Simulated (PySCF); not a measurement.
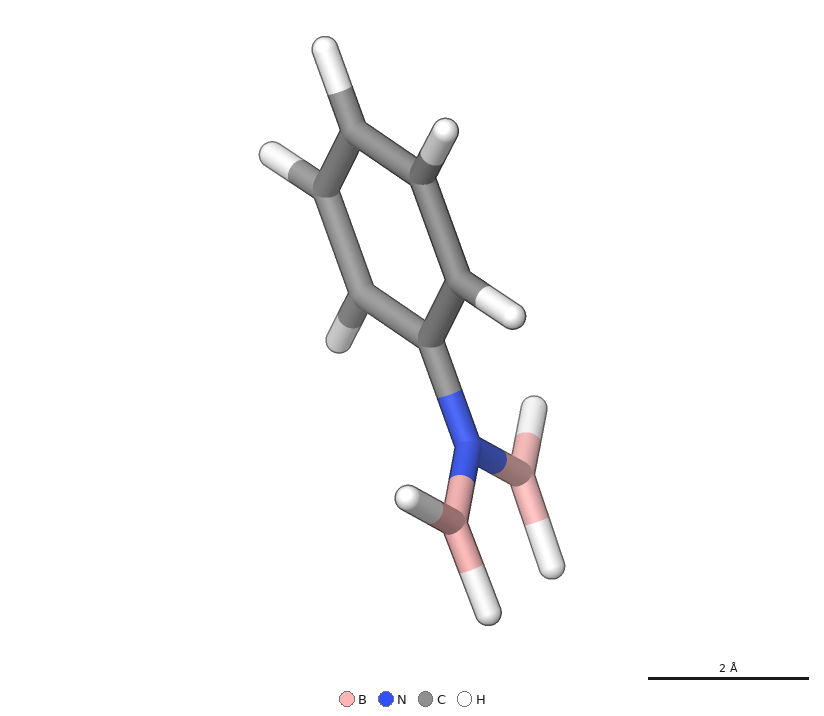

Every bond is drawn as one stick, whatever its order.

> Count the atoms of each element.

C₆H₉B₂N, 18 atoms: 6 carbon, 9 hydrogen, 2 boron and 1 nitrogen.

> Give the symmetry (Schoenflies symbol).

C2.

More results for the same structure follow; atom numbers are the same in all pictures, views and colours differ. Computed geometry: PBE0-D3(BJ)/def2-SVP optimisation. No frequency run is at hand to confirm it as a minimum.

**Bond orders**

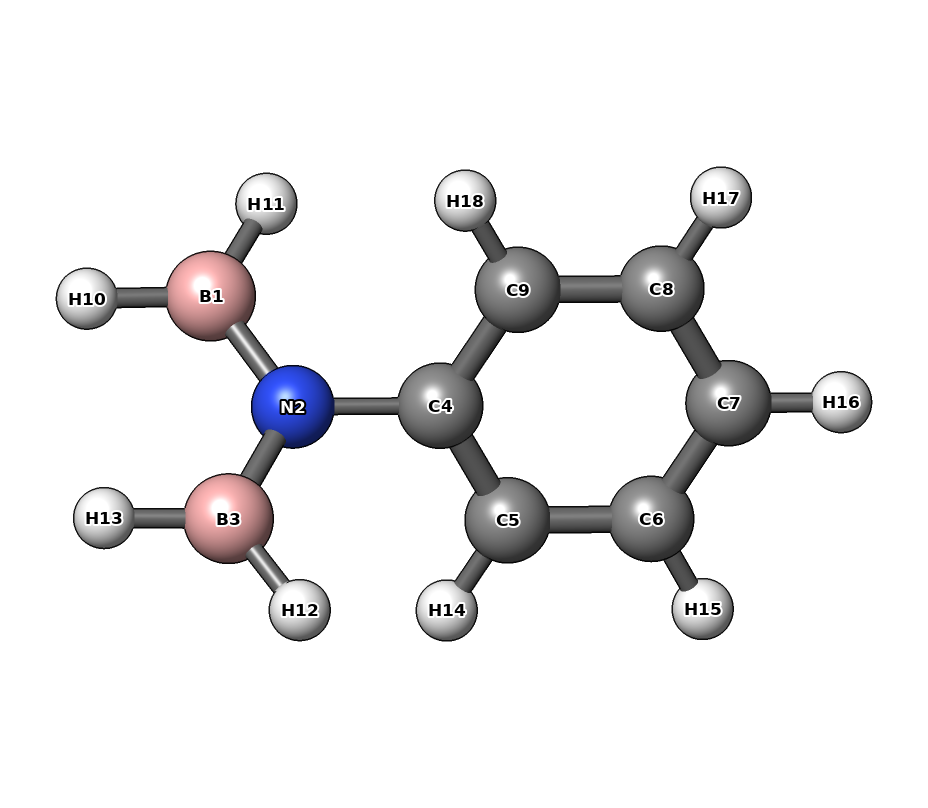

The thickness of each stick grows with its Mayer bond order. No frequency run is at hand to confirm it as a minimum. Method: PBE0/pcSseg-1 in acetone (IEF-PCM) (PySCF 2.14.0).

> Which bond has the lowest Mayer bond order?

N2–C4, 0.80, at 1.430 Å.

List the Mayer bond orders of B1–N2, N2–C4, B1–H11, B1–H10, C4–C5, C6–C7, C7–H16, C5–C6, C6–H15, C5–H14 (one bond of each equivalent set).

```
  bond  Mayer order  length (Å)
 B1–N2         1.17       1.430
 N2–C4         0.80       1.430
B1–H11         0.98       1.207
B1–H10         0.99       1.204
 C4–C5         1.42       1.397
 C6–C7         1.42       1.394
C7–H16         0.96       1.092
 C5–C6         1.43       1.393
C6–H15         0.96       1.093
C5–H14         0.96       1.092
```

**Charges**

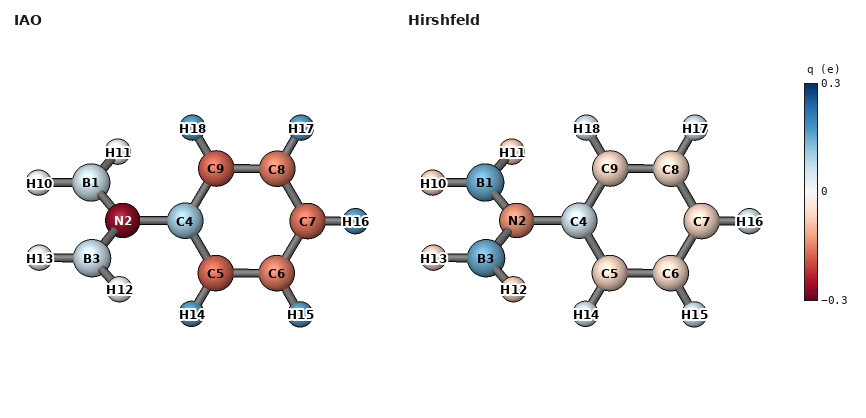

Atomic charges of one calculation by 2 schemes, on one colour scale. No frequency run is at hand to confirm it as a minimum. Method: PBE0/pcSseg-1 in acetone (IEF-PCM) (PySCF 2.14.0).

> Which scheme gives the most polar picture (largest mean size of the charges)?

The IAO charges are the largest in size here.

> On which atom do the schemes disagree most?

On N2 (from −0.26 to −0.13 e).

List the charges (e), one line for each set of equivalent atoms.

```
    atom    IAO  Hirshfeld
  B1, B3   0.06       0.15
      N2  −0.26      −0.13
      C4   0.10       0.05
  C5, C9  −0.17      −0.06
  C6, C8  −0.15      −0.05
      C7  −0.16      −0.06
H10, H13   0.01      −0.06
H11, H12   0.01      −0.06
H14, H18   0.17       0.06
H15, H17   0.17       0.06
     H16   0.16       0.06
```

**NMR shielding**

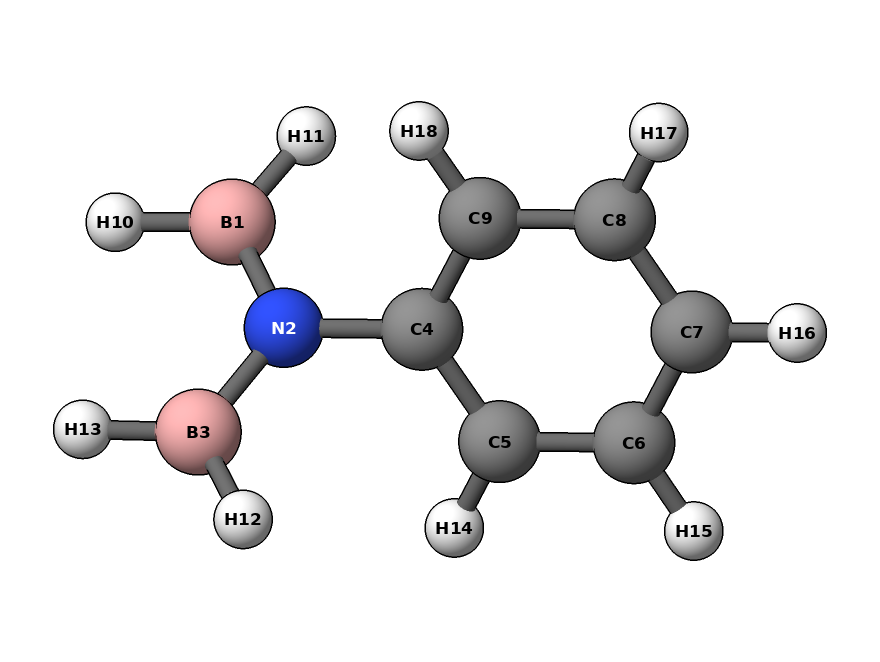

No frequency run is at hand to confirm it as a minimum. Properties computed with GIAO ωB97X-D/pcSseg-1 NMR shielding, non-relativistic, gas phase (PySCF 2.14.0). Principal shieldings σ11 ≤ σ22 ≤ σ33, span Ω = σ33 − σ11, skew κ = 3(σiso − σ22)/Ω.

Give the shielding tensors of the C atoms.

| atom | σ11 | σ22 | σ33 | σiso | Ω | κ |
| --- | --- | --- | --- | --- | --- | --- |
| C4 | −71.8 | 8.0 | 138.2 | 24.8 | 210.0 | 0.24 |
| C5, C9 | −43.8 | 42.7 | 160.4 | 53.1 | 204.3 | 0.15 |
| C6, C8 | −62.6 | 35.6 | 174.4 | 49.1 | 237.0 | 0.17 |
| C7 | −60.1 | 39.5 | 177.8 | 52.4 | 237.9 | 0.16 |

Shieldings and span in ppm.
